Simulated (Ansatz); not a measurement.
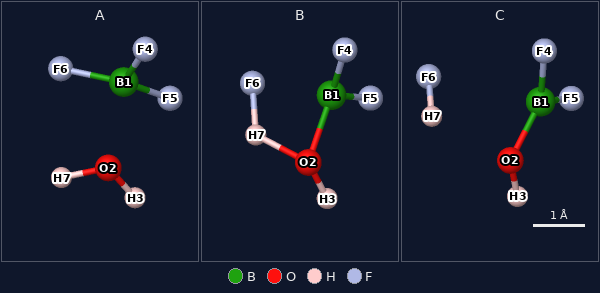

3 geometries from a converged minimum-energy path of BH2OF3, shuffled. A ball-and-stick model, seen at a tilt.

These are results of RKS B3LYP/6-31G* in Ansatz 0.2.0, not measurements. Set-up: 5 movable images; climbing image; force threshold 0.05 eV/Å; iteration limit 60; starting path through a guess of the saddle point.

Q: Which frame is the top of the path?

A: B. In order along the path, whose images run from 0 to 6: C (image 1, +2.8 kJ/mol), B (image 3, +47.7 kJ/mol), A (image 6, −52.1 kJ/mol). Breaking: B1–O2 (1.37 → 1.50 at the top → 1.86 Å), F6–H7 (0.94 → 1.12 at the top → 2.34 Å). Forming: B1–F6 (2.68 → 1.66 at the top → 1.35 Å), O2–H7 (1.93 → 1.30 at the top → 0.97 Å).

The run took 110 s on 1 thread of Arm Neoverse V1, with other jobs on the host, peak memory 0.14 GiB.
